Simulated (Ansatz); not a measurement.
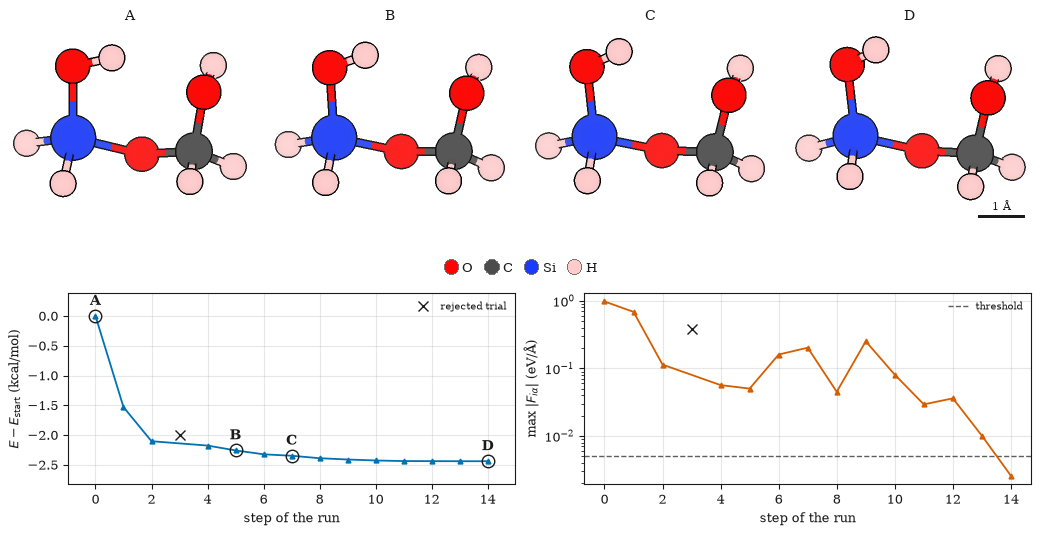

Frames of a relaxation of CH6O3Si, marked on the history of the run. Style: ball-and-stick. Shown at a tilt.

The start comes from PBE-D4/def2-SVP.

Computed with RKS PBE0-D4/def2-TZVP in Ansatz.

The input:
```yaml
crystal:
  periodic: [false, false, false]
  atoms:
    - {symbol: O, position_ang: [-0.655715, 1.544820, -0.137194]}
    - {symbol: C, position_ang: [-0.977190, 0.342540, -0.817892]}
    - {symbol: O, position_ang: [-0.704817, -0.802243, -0.052266]}
    - {symbol: Si, position_ang: [0.901657, -1.080225, 0.433075]}
    - {symbol: O, position_ang: [1.443610, 0.178114, 1.392636]}
    - {symbol: H, position_ang: [-1.267833, 1.612568, 0.622137]}
    - {symbol: H, position_ang: [-2.056593, 0.307124, -1.091445]}
    - {symbol: H, position_ang: [-0.368474, 0.370660, -1.752396]}
    - {symbol: H, position_ang: [1.720451, -1.222033, -0.825827]}
    - {symbol: H, position_ang: [0.898821, -2.333948, 1.241724]}
    - {symbol: H, position_ang: [1.131484, 1.025624, 1.007947]}
basis:
  gaussian: {orbitals: def2-TZVP}
hamiltonian: {xc: pbe0, dispersion: d4}
relax: {f_tol: 0.005, max_steps: 150}
```

Run as
```bash
ansatz run in.yaml --threads 4 --pin off --events-out ev --progress --plain --max-ram 10444MiB
```

What happens along the run?

Answer. The atom that moves furthest after the best rigid fit is H11 (0.40 Å). By element the largest moves are H 0.40 Å, O 0.19 Å, C 0.07 Å, Si 0.06 Å. Among the contacts that change: O3–Si4 1.701 → 1.652 Å, Si4–O5 1.673 → 1.638 Å, C2–H8 1.116 → 1.095 Å, Si4–H9 1.508 → 1.489 Å. Bond angles that change, for instance: Si4–O5–H11 108.8° → 115.4°, O3–Si4–O5 110.3° → 113.5°, C2–O3–Si4 118.2° → 121.0°. The energy falls by 2.44 kcal/mol in 13 accepted moves (14 points after the start). Largest force component: 0.98 eV/Å at the start, 0.0026 eV/Å at the end. The line search rejected the trial step at point 3 of the run. From step 0 to 5: H11 moves most (0.16 Å), energy −2.26 kcal/mol. From step 5 to 7: H11 moves most (0.16 Å), energy −0.09 kcal/mol. From step 7 to 14: H9 moves most (0.13 Å), energy −0.09 kcal/mol.

| step | E − E(0), kcal/mol | largest force component, eV/Å | note |
| --- | --- | --- | --- |
| 0 | 0.00 | 0.9812 |  |
| 1 | -1.53 | 0.6883 |  |
| 2 | -2.10 | 0.1139 |  |
| 3 | -2.00 | 0.3793 | rejected |
| 4 | -2.18 | 0.0567 |  |
| 5 | -2.26 | 0.0503 |  |
| 6 | -2.32 | 0.1608 |  |
| 7 | -2.35 | 0.2028 |  |
| 8 | -2.39 | 0.0451 |  |
| 9 | -2.41 | 0.2523 |  |
| 10 | -2.43 | 0.0807 |  |
| 11 | -2.44 | 0.0294 |  |
| 12 | -2.44 | 0.0361 |  |
| 13 | -2.44 | 0.0101 |  |
| 14 | -2.44 | 0.0026 |  |
